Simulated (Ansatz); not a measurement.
# Energy over volume and axial ratio for NaF (rock salt)

NaF (rock salt)

Space group Fm-3m (No. 225); a = 4.7016 Å, b = 4.7016 Å, c = 4.7016 Å, α = 90.00°, β = 90.00°, γ = 90.00°

```
atom  site  symmetry       x       y       z
----  ----  --------  ------  ------  ------
F       4a      m-3m  0.0000  0.0000  0.0000
Na      4b      m-3m  0.5000  0.5000  0.5000
```
(The calculation used a cell of 2 atoms; values per cell refer to that cell.)

The relaxed cell is deformed in two ways at once: its volume V is scaled, and at that volume it is stretched along z (the c axis of the conventional cell) so that c/a changes. Fractional atomic positions are held.

These are PBE (plane waves to 420 eV, PAW, scalar-relativistic; Ansatz, an electronic-structure program) values and carry that method's errors. k mesh 12×12×12 (Γ-centred), Fermi-Dirac smearing 0.05 eV. Energies are smeared free energies. Compression counts positive. NaF was relaxed with its symmetry unable to fall. The relaxed volume of NaF is well above the measured one; the method has no dispersion term. The zero of ΔE is the relaxed starting cell.

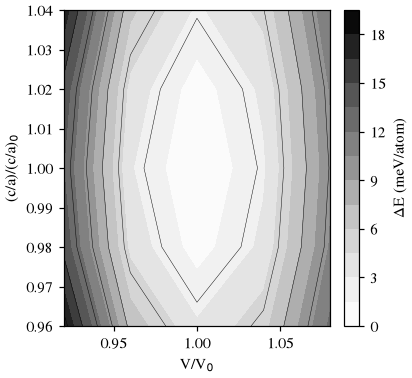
Figure. ΔE (meV/atom) over the 5×5 grid of computed points.

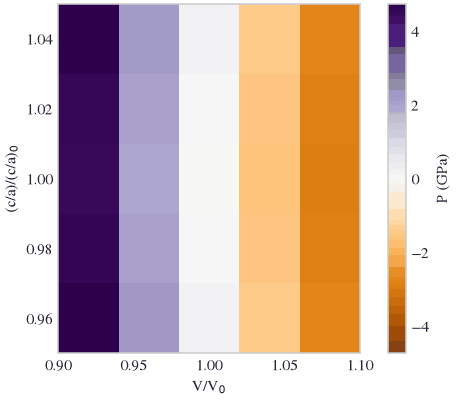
Fig. 1. P (GPa) over the 5×5 grid of computed points.

The shear modulus C′ = (C11 − C12)/2 (fit, atoms clamped) is 34 GPa. Highest place on the grid: V/V₀ = 0.920, (c/a)/(c/a)₀ = 0.960 (18.1 meV/atom). Lowest place on the grid: V/V₀ = 1.000, (c/a)/(c/a)₀ = 1.000 (0.0 meV/atom).

Near the relaxed cell σzz − σxx = −2Cδ (compression positive), C being this modulus and δ the logarithm of the ratio.

(Under strain, the slope of the energy per volume gives the stress and its curvature an elastic modulus.)
